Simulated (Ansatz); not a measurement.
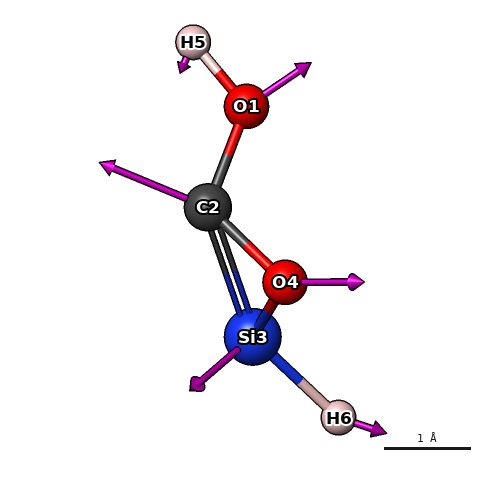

Arrows show the forces on the atoms, 0.2 Å of arrow for 1 eV/Å; forces under a tenth of the largest aren't drawn. Level of theory: PBE-D4/def2-TZVPP (Ansatz 0.2.0).

Q: On which atom is the force largest, and how large is it?

A: On C2: 5.65 eV/Å.

List the force components in the frame of the picture (x right, y up, z towards the viewer), in eV/Å.

| atom | Fx | Fy | Fz |
| --- | --- | --- | --- |
| O1 | 2.84 | 1.92 | 0.33 |
| C2 | −5.21 | 2.16 | 0.37 |
| Si3 | −2.85 | −2.45 | −3.43 |
| O4 | 3.68 | 0.02 | 2.38 |
| H5 | −0.42 | −0.99 | 0.12 |
| H6 | 1.98 | −0.65 | 0.23 |
